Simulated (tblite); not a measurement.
# C2H8O2SSi2: the cost of one run

Computed with tblite 0.8.0 (tight binding) and PySCF 2.14.0 (DFT, with response routines of our own); each step states its level. Atoms count from 0 throughout.

### 1 The molecule as given

15 atoms, charge 0, multiplicity 1; geometry from: MMFF94s geometry.

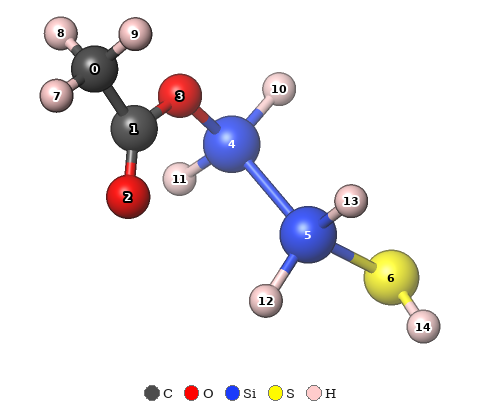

The starting geometry (carbon dark grey, oxygen red, silicon blue, sulfur yellow, hydrogen pink), atoms numbered.

### 2 GFN2-xTB relaxation, conformer 1

The job: settings as JSON, then the geometry in Å.

```
{"job": {"xc": "GFN2-xTB", "basis": "xTB", "kind": "relax"}, "charge": 0, "multiplicity": 1}
C     -3.030600     0.073000     0.251100
C     -1.645400     0.027300    -0.295300
O     -1.262800    -0.748000    -1.160300
O     -0.861900     0.936600     0.346100
Si     0.734200     1.192000    -0.014200
Si     2.002600    -0.742400     0.005200
S      4.114400    -0.295100    -0.023800
H     -3.659400    -0.628200    -0.293000
H     -3.446200     1.075900     0.117400
H     -3.044700    -0.202800     1.313400
H      1.266400     2.147100     0.984900
H      0.810500     1.877400    -1.337300
H      1.736300    -1.629100    -1.142700
H      1.752400    -1.513500     1.251700
H      4.529700    -1.562300    -0.024900
```

Launch:

```sh
OMP_NUM_THREADS=1 python ens_run.py task.json out
```

This one command runs the whole study; its stages follow in the order run.

Q: Estimate the wall time of this first job on 1 thread of Intel Xeon at 2.50GHz, shared host.

About 5.5 s.
